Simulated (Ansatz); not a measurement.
# What NbB3 (built on the sites of a database entry of TaGa3) distorts into, part 2 of 3

Which phase does NbB3 (built on the sites of a database entry of TaGa3) fall into along its unstable mode, and how much energy does it gain?

Ansatz 0.2.0; DFT PBE+D3(BJ), scalar-relativistic, plane waves, PAW.

So far, highest frequency on the path or at a solved wavevector (cm⁻¹): step 2 (response at finite wavevector) 724. Also lowest frequency on the path (cm⁻¹): step 2 -461.

The structure was built from a prototype and need not be the compound's stable phase.

### Step 5. Energy along the mode, all amplitudes (two of the runs are shown above)

An imaginary frequency means negative curvature, so the energy should fall and then rise again as anharmonic terms take over.

Numbers from this step:

```
depth at the lowest point sampled  : 282.6 meV/atom
largest atomic shift at that point : 0.6 Å
```

The energy from the parent by largest atomic shift:

| largest atomic shift (Å) | energy from the parent (meV/atom) |
| --- | --- |
| 0.000 | 0 |
| 0.040 | -1.64 |
| 0.080 | -6.53 |
| 0.140 | -19.8 |
| 0.220 | -48.1 |
| 0.320 | -98.3 |
| 0.450 | -181 |
| 0.600 | -283 |

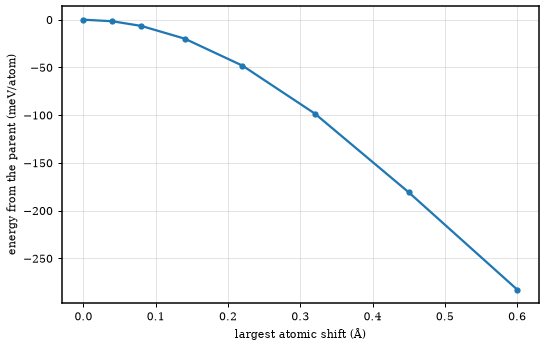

Energy from the parent, plotted against largest atomic shift.

Displacement at unit largest shift by atom:

```csv
atom,x (Å),y (Å),z (Å),size
Nb1,0.00,0.00,-0.01,0.01
Nb2,0.00,0.00,0.01,0.01
B3,0.00,0.00,1.00,1.00
B4,0.00,0.00,-1.00,1.00
B5,0.01,-0.01,0.00,0.01
B6,-0.01,0.01,0.00,0.01
B7,-0.01,0.01,0.00,0.01
B8,0.01,-0.01,0.00,0.01
```

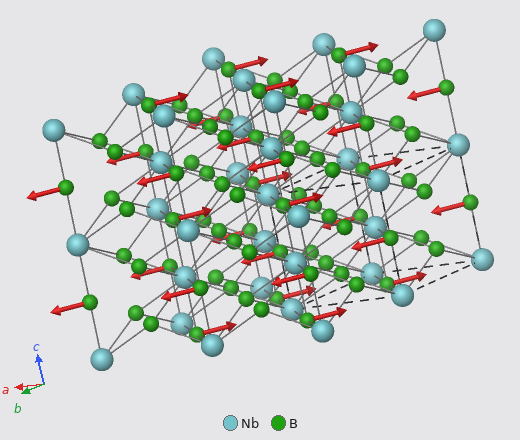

Displacement at unit largest shift as arrows, the longest 1 Å. 2×2×2 cells are drawn. Some periodic images of atoms are drawn too.

The lowest of the steps tried is the last one, at 0.6 Å, 283 meV/atom below the parent; the bottom of the well need not coincide with a step.

### Step 6. Relaxation from the frozen mode

Starting from the lowest point found, all atoms and the cell are let go, so that strain and other modes of the same symmetry can join in.

The input, input.yaml:

```yaml
crystal:
  lattice:
    - [-1.5605918717, 1.5605918717, 3.6826816775]
    - [1.5605918717, -1.5605918717, 3.6826816775]
    - [3.1211837434, 3.1211837434, 0.0]
  atoms:
    - { symbol: Nb, position: [0.9996072551, -0.0003927449, 0.0] }
    - { symbol: Nb, position: [0.5003927449, 0.5003927449, 0.5] }
    - { symbol: B, position: [0.0814623761, 0.0814623761, 0.5] }
    - { symbol: B, position: [0.4185376239, 0.4185376239, 0.0] }
    - { symbol: B, position: [0.4986485927, 0.0013514073, 0.25] }
    - { symbol: B, position: [0.0013514073, 0.4986485927, 0.75] }
    - { symbol: B, position: [0.0013514073, 0.4986485927, 0.25] }
    - { symbol: B, position: [0.4986485927, 0.0013514073, 0.75] }
kpoints:
  mp_grid: { grid: [10, 10, 8] }
hamiltonian:
  xc: pbe
  dispersion: d3bj
scf:
  occupations: { method: methfessel_paxton, width: 0.2 }
output:
  forces: true
  stress: true
  eigenvalues: true
relax:
  adjacent_minimum: "off"
  f_tol: 0.002
  max_steps: 120
  cell: { stress_tol: 0.03 }
```

Launch:

```
ansatz run input.yaml --threads 8 --pin off --max-ram 14336MiB --backend cpu --events-out ev --progress --plain --runs-dir out
```

Numbers of over 12 decimals in the logs are rounded to 6 here.

The program printed:

```text
[...]
Crystal: 8 atoms, lattice volume = 71.752 Å³
Basis set: ecut = 420 eV, 1425 PW (Γ), exchange–correlation on 60×60×60 points (8 copies of the dense FFT grid, shifted against one another)
Bands: 30, of which v1, the nominal top of the filled ones, is band 22 counted from 1 (21 counted from 0)
Symmetry: 8 space group operations
[...]
k-points: 155 of 800
[...]
SCF iter   1: F=—  HF=-10042.616322 eV  |F-HF|=—  |Δ(HF+E_count)|=         —  Δρ=7.75e-3  dr2=5.32e-2  ethr=1.77e-3  ⟨swp⟩=5.0  Hψ=19918  notcnv=0
[...]
SCF iter   6: F=-10042.606030 eV  HF=-10042.606030 eV  |F-HF|=1.56e-8  |Δ(HF+E_count)|=   1.84e-8  S|Δr|=    0.00e0  Δρ=7.08e-6  dr2=4.41e-8  ethr=2.27e-10  ⟨swp⟩=8.8  Hψ=20179  notcnv=0
SCF 1 converged in 6 iterations: F = -10042.606030 eV  dr2 = 4.41e-8
[...]
relax step   1: F+E_penalty+E_count = -10042.60603046 eV  Δ(F+E_penalty+E_count) = +0.000e0 eV  max|allowed force component| = 2.586e0 eV/Å  Δτ_max = 0.0000 Å  P = -7.578 GPa  Ω = 71.752 Å³  (6 SCF iters, dr2 threshold 1.00e-7 eV, accepted)
Crystal: 8 atoms, lattice volume = 70.953 Å³
Basis set: ecut = 420 eV, 1401 PW (Γ), exchange–correlation on 60×60×60 points (8 copies of the dense FFT grid, shifted against one another)
[...]
SCF iter   6: F=-10043.731112 eV  HF=-10043.731112 eV  |F-HF|=2.96e-8  |Δ(HF+E_count)|=   2.79e-7  S|Δr|=    0.00e0  Δρ=1.55e-5  dr2=1.96e-7  ethr=1.82e-9  ⟨swp⟩=6.6  Hψ=20573  notcnv=0
SCF 2 converged in 6 iterations: F = -10043.731112 eV  dr2 = 1.96e-7
relax step   2: F+E_penalty+E_count = -10043.73111217 eV  Δ(F+E_penalty+E_count) = -1.125e0 eV  max|allowed force component| = 1.947e0 eV/Å  Δτ_max = 0.1829 Å  P = -7.906 GPa  Ω = 70.953 Å³  energy of the carried Pulay correction = +9.645e-4 eV  (6 SCF iters, dr2 threshold 8.00e-7 eV, accepted)
Crystal: 8 atoms, lattice volume = 68.069 Å³
Basis set: ecut = 420 eV, 1313 PW (Γ), exchange–correlation on 60×60×60 points (8 copies of the dense FFT grid, shifted against one another)
[...]
SCF iter   6: F=-10044.552240 eV  HF=-10044.552240 eV  |F-HF|=1.51e-8  |Δ(HF+E_count)|=   2.13e-7  S|Δr|=    0.00e0  Δρ=1.67e-5  dr2=1.88e-7  ethr=1.82e-9  ⟨swp⟩=8.4  Hψ=21720  notcnv=0
SCF 3 converged in 6 iterations: F = -10044.552240 eV  dr2 = 1.88e-7
relax step   3: F+E_penalty+E_count = -10044.55223992 eV  Δ(F+E_penalty+E_count) = -8.211e-1 eV  max|allowed force component| = 7.111e-1 eV/Å  Δτ_max = 0.1972 Å  P = +1.608 GPa  Ω = 68.069 Å³  energy of the carried Pulay correction = +4.540e-3 eV  (6 SCF iters, dr2 threshold 8.00e-7 eV, accepted)
[... from here on, the SCF cycles and remarks between the steps are left out ...]
relax step   4: F+E_penalty+E_count = -10044.62819881 eV  Δ(F+E_penalty+E_count) = -7.596e-2 eV  max|allowed force component| = 1.051e0 eV/Å  Δτ_max = 0.1295 Å  P = +0.816 GPa  Ω = 68.357 Å³  energy of the carried Pulay correction = +4.177e-3 eV  (6 SCF iters, dr2 threshold 8.00e-7 eV, accepted)
relax step   5: F+E_penalty+E_count = -10044.72694277 eV  Δ(F+E_penalty+E_count) = -9.874e-2 eV  max|allowed force component| = 3.234e-1 eV/Å  Δτ_max = 0.0425 Å  P = -0.391 GPa  Ω = 68.761 Å³  energy of the carried Pulay correction = +3.669e-3 eV  (5 SCF iters, dr2 threshold 8.00e-7 eV, accepted)
relax step   6: F+E_penalty+E_count = -10044.75844631 eV  Δ(F+E_penalty+E_count) = -3.150e-2 eV  max|allowed force component| = 2.660e-2 eV/Å  Δτ_max = 0.0172 Å  P = -0.249 GPa  Ω = 68.663 Å³  energy of the carried Pulay correction = +3.792e-3 eV  (5 SCF iters, dr2 threshold 8.00e-7 eV, accepted)
relax step   7: F+E_penalty+E_count = -10044.75870809 eV  Δ(F+E_penalty+E_count) = -2.618e-4 eV  max|allowed force component| = 1.585e-2 eV/Å  Δτ_max = 0.0021 Å  P = +0.056 GPa  Ω = 68.611 Å³  energy of the carried Pulay correction = +3.857e-3 eV  (4 SCF iters, dr2 threshold 5.43e-7 eV, accepted)
relax step   8: F+E_penalty+E_count = -10044.75877792 eV  Δ(F+E_penalty+E_count) = -6.984e-5 eV  max|allowed force component| = 4.697e-3 eV/Å  Δτ_max = 0.0008 Å  P = +0.000 GPa  Ω = 68.618 Å³  energy of the carried Pulay correction = +3.848e-3 eV  (3 SCF iters, dr2 threshold 2.40e-7 eV, accepted)
relax step   9: F+E_penalty+E_count = -10044.75878148 eV  Δ(F+E_penalty+E_count) = -3.556e-6 eV  max|allowed force component| = 2.251e-4 eV/Å  Δτ_max = 0.0003 Å  P = -0.000 GPa  Ω = 68.617 Å³  energy of the carried Pulay correction = +3.849e-3 eV  (4 SCF iters, dr2 threshold 2.87e-9 eV, accepted)
relax step  10: F+E_penalty+E_count = -10044.75647964 eV  Δ(F+E_penalty+E_count) = +2.302e-3 eV  max|allowed force component| = 7.661e-4 eV/Å  Δτ_max = 0.0000 Å  P = -0.023 GPa  Ω = 68.617 Å³  stress off target by 6.68e-2 GPa  SCF on the basis re-selected at this cell (its energy is not comparable with the rows above)  (5 SCF iters)
relax step  11: F+E_penalty+E_count = -10044.75649936 eV  Δ(F+E_penalty+E_count) = -1.972e-5 eV  max|allowed force component| = 7.390e-4 eV/Å  Δτ_max = 0.0001 Å  P = +0.004 GPa  Ω = 68.609 Å³  energy of the carried Pulay correction = +1.049e-5 eV  (4 SCF iters, dr2 threshold 1.12e-8 eV, accepted)
[...]
SCF iter   3: F=-10044.756495 eV  HF=-10044.756495 eV  |F-HF|=1.82e-12  |Δ(HF+E_count)|=  2.16e-10  S|Δr|=    0.00e0  Δρ=1.74e-7  dr2=1.60e-11  ethr=1.00e-12  ⟨swp⟩=5.8  Hψ=21899  notcnv=0
SCF 12 converged in 3 iterations: F = -10044.756495 eV  dr2 = 1.60e-11
relax step  12: F+E_penalty+E_count = -10044.75649526 eV  Δ(F+E_penalty+E_count) = +4.100e-6 eV  max|allowed force component| = 7.329e-4 eV/Å  Δτ_max = 0.0000 Å  P = +0.004 GPa  Ω = 68.609 Å³  stress off target by 7.78e-3 GPa  SCF on the basis re-selected at this cell (its energy is not comparable with the rows above)  (3 SCF iters)
[...]
SCF converged after 3 iterations
[...]
Free energy (F): -10044.756495 eV
[...]
Internal energy: -10044.745920 eV  (E = F + TS)
E sigma→0 (E₀):  -10044.753851 eV
Entropy (-TS):   -0.010576 eV (-1.322 meV/atom)
Fermi energy:    16.927545 eV
[...]
--- Forces (eV/Å), atoms counted from 1 ---
  atom   1  Nb     0.00000000     0.00000000    -0.00073285
  atom   2  Nb     0.00000000     0.00000000     0.00073285
  atom   3  B     -0.00000000     0.00000000    -0.00009374
  atom   4  B     -0.00000000     0.00000000     0.00009374
  atom   5  B     -0.00029402     0.00029402     0.00000000
  atom   6  B      0.00029402    -0.00029402     0.00000000
  atom   7  B      0.00029402    -0.00029402     0.00000000
  atom   8  B     -0.00029402     0.00029402     0.00000000
  max |Σ_I F_I| component: 4.16e-17 eV/Å
--- Stress (GPa, compression-positive) ---
        0.001924       0.000342       0.000000
        0.000342       0.001924      -0.000000
        0.000000      -0.000000       0.007778
  P = ⅓ Tr σ = 0.0039 GPa (0.039 kbar)
--- Band table (eV; the first three rows and the last of 155) ---
  k-point 0: bands = [... 18 lower, 12.5308, 12.8854, 15.5378, 17.1286, 19.2583, 19.2612, 20.4891, 20.5264, ... 4 higher]
  k-point 1: bands = [... 18 lower, 12.8503, 12.9743, 15.3529, 17.6113, 18.3523, 19.2025, 20.3045, 20.5083, ... 4 higher]
  k-point 2: bands = [... 18 lower, 13.2296, 13.3571, 14.9952, 16.8928, 18.7129, 19.2750, 19.8488, 20.5555, ... 4 higher]
  k-point 154: bands = [... 18 lower, 13.9777, 13.9777, 16.0542, 16.0542, 16.7500, 16.7500, 17.1724, 17.1724, ... 4 higher]
--- Relaxed structure (10 steps of the walk, 10 accepted, 2 SCFs on fresh bases) ---
  F+E_penalty+E_count = -10044.75649526 eV   max|allowed force component| = 7.329e-4 eV/Å   (the final SCF, on the basis selected at the relaxed cell)
  cell:  # Å, volume = 68.6090 Å³
    - [-1.496735, 1.496735, 3.782876]
    - [1.496735, -1.496735, 3.782876]
    - [3.029384, 3.029384, 0]
  atoms:
    - { symbol: Nb, position: [1.007788, 0.00778842, 0.0] }
    - { symbol: Nb, position: [0.492212, 0.492212, 0.500000] }
    - { symbol: B, position: [0.147605, 0.147605, 0.500000] }
    - { symbol: B, position: [0.352395, 0.352395, 1.389475611332567e-19] }
    - { symbol: B, position: [0.543433, -0.043433, 0.250000] }
    - { symbol: B, position: [-0.043433, 0.543433, 0.750000] }
    - { symbol: B, position: [-0.043433, 0.543433, 0.250000] }
    - { symbol: B, position: [0.543433, -0.043433, 0.750000] }
```

The job ended after 20 s (8 threads of Intel Xeon Platinum 8488C (Sapphire Rapids), shared host; peak memory 0.74 GiB; 2.4 min of CPU time).

The steps of the relaxation:

| step | energy less that of the first step (eV) | largest force component (eV/Å) | pressure (GPa) | volume (Å³) |
| --- | --- | --- | --- | --- |
| 1 | 0.0000 | 2.5858 | -7.58 | 71.75 |
| 2 | -1.1251 | 1.9471 | -7.91 | 70.95 |
| 3 | -1.9462 | 0.7111 | 1.61 | 68.07 |
| 4 | -2.0222 | 1.0510 | 0.82 | 68.36 |
| 5 | -2.1209 | 0.3234 | -0.39 | 68.76 |
| 6 | -2.1524 | 0.0266 | -0.25 | 68.66 |
| 7 | -2.1527 | 0.0158 | 0.06 | 68.61 |
| 8 | -2.1527 | 0.0047 | 0.00 | 68.62 |
| 9 | -2.1528 | 0.0002 | 0.00 | 68.62 |
| 10* | -2.1504 | 0.0008 | -0.02 | 68.62 |
| 11 | -2.1505 | 0.0007 | 0.00 | 68.61 |
| 12* | -2.1505 | 0.0007 | 0.00 | 68.61 |

Relaxation steps marked * repeat the geometry before them on a plane-wave basis chosen anew for their cell, so energy and pressure can jump there.

The run keeps the 8 symmetry operations that it works with, so distortions that break them were not tested.

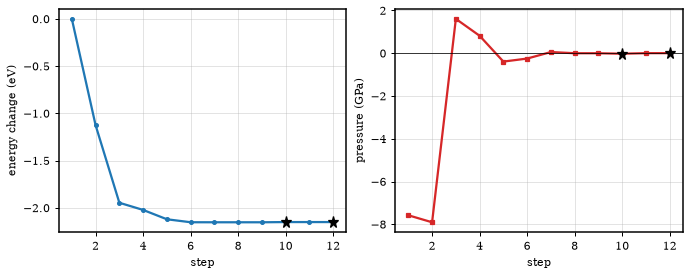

Energy and pressure along the relaxation. Stars mark steps on a basis chosen anew.

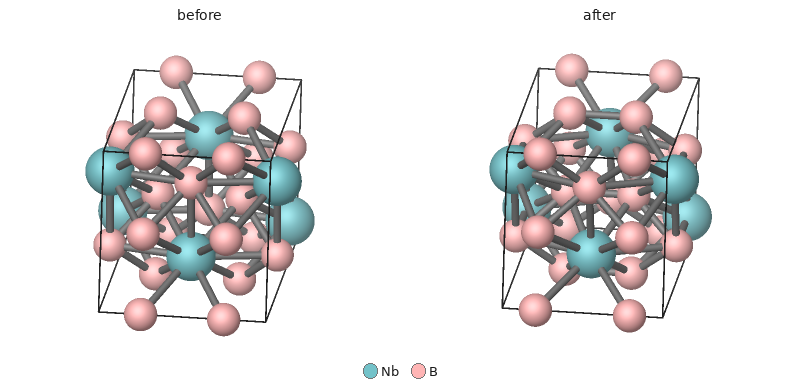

Before and after, at one scale.

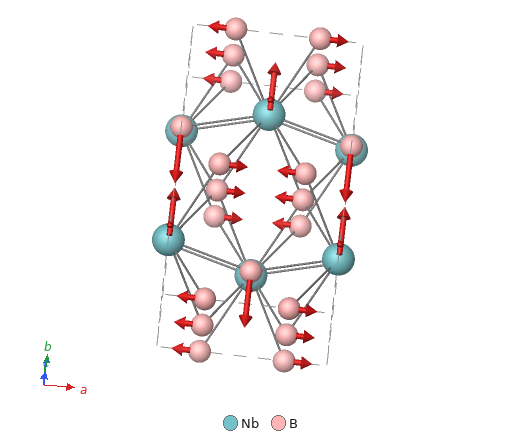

Displacements in the relaxation, exaggerated, measured against the changing cell; the longest in the cell stands for 0.50 Å. Some periodic images of atoms are drawn too.

| conventional cell, symmetrised | before | after | change |
| --- | --- | --- | --- |
| a (Å) | 4.414 | 4.233 | -4.1 % |
| b (Å) | 7.365 | 7.566 | +2.7 % |
| c (Å) | 4.414 | 4.284 | -2.9 % |
| volume (Å³/atom) | 8.97 | 8.58 | -4.4 % |

The atoms that moved most (Å, as changes of fractional coordinates times the final cell):

```csv
atom,dx,dy,dz,length
B3,0.000,0.000,0.500,0.500
B4,0.000,0.000,-0.500,0.500
B5,-0.134,0.134,0.000,0.190
B7,0.134,-0.134,0.000,0.190
B6,0.134,-0.134,0.000,0.190
B8,-0.134,0.134,0.000,0.190
Nb1,0.000,0.000,0.062,0.062
Nb2,0.000,0.000,-0.062,0.062
```

Numbers from this step:

| Item | Value |
| --- | --- |
| pressure | 0.003875 GPa |
| volume per atom | 8.576 Å³ |

The distorted start has space group Cmcm; the relaxation ends in Cmcm.

### Step 7. The new phase in its own primitive cell

The relaxed structure is symmetrised, reduced to its primitive cell and relaxed tightly, as its phonons need.

input.yaml, the sections that differ from step 6:

```yaml
crystal:
  lattice:
    - [2.1167027445, -3.7828761726, 0.0]
    - [2.1167027445, 3.7828761726, 0.0]
    - [0.0, 0.0, 4.2841956815]
  atoms:
    - { symbol: Nb, position: [0.7422115759, 0.2577884241, 0.75] }
    - { symbol: Nb, position: [0.2577884241, 0.7422115759, 0.25] }
    - { symbol: B, position: [0.6023949469, 0.3976050531, 0.25] }
    - { symbol: B, position: [0.3976050531, 0.6023949469, 0.75] }
    - { symbol: B, position: [0.2065673982, 0.2065673982, 0.5] }
    - { symbol: B, position: [0.7934326018, 0.7934326018, 0.0] }
    - { symbol: B, position: [0.7934326018, 0.7934326018, 0.5] }
    - { symbol: B, position: [0.2065673982, 0.2065673982, 0.0] }
relax:
  adjacent_minimum: "off"
  f_tol: 0.001
  max_steps: 60
  cell: { stress_tol: 0.01 }
# kpoints, hamiltonian, scf, output: as in step 6
```

The program printed:

```text
[...]
Crystal: 8 atoms, lattice volume = 68.609 Å³
Basis set: ecut = 420 eV, 1325 PW (Γ), exchange–correlation on 60×60×60 points (8 copies of the dense FFT grid, shifted against one another)
Bands: 30, of which v1, the nominal top of the filled ones, is band 22 counted from 1 (21 counted from 0)
Symmetry: 8 space group operations
[...]
k-points: 155 of 800
[...]
- { symbol: Nb, position: [0.2577884241, 0.7422115759, 0.25] }
    - { symbol: B, position: [0.6023949469, 0.397605, 0.25] }
    - { symbol: B, position: [0.397605, 0.6023949469, 0.750000] }
    - { symbol: B, position: [0.2065673982, 0.2065673982, 0.5] }
    - { symbol: B, position: [0.7934326018, 0.7934326018, 0.0] }
    - { symbol: B, position: [0.7934326018, 0.7934326018, 0.5] }
    - { symbol: B, position: [0.2065673982, 0.2065673982, 0.0] }
[key lines of the parts left out:]
SCF converged after 5 iterations
Free energy (F): -10044.756495 eV
Fermi energy:    16.927545 eV
P = ⅓ Tr σ = 0.0039 GPa (0.039 kbar)
```

Wall time 3.4 s (8 threads); peak memory 0.72 GiB; 24 s of CPU time.

Little changed from the start: no atom moved by 0.005 Å and no cell edge by 0.1 %.

This step gave:

* pressure: 0.003864 GPa

The largest force component left is 0.73 meV/Å and the pressure is 0.004 GPa, within the tolerances set. The cell now holds 8.58 Å³/atom.

(Part 2 of 3 ends here.)

[Logs are printed without paths, hosts, clocks, repeated set-up lines and the standing remarks that a program may print on its own settings, such as how far it seeks lower states.]

[Hosts, paths, dates, database ids (printed as entryN), source tags and the programs' standing remarks are cut or masked in the printed files.]
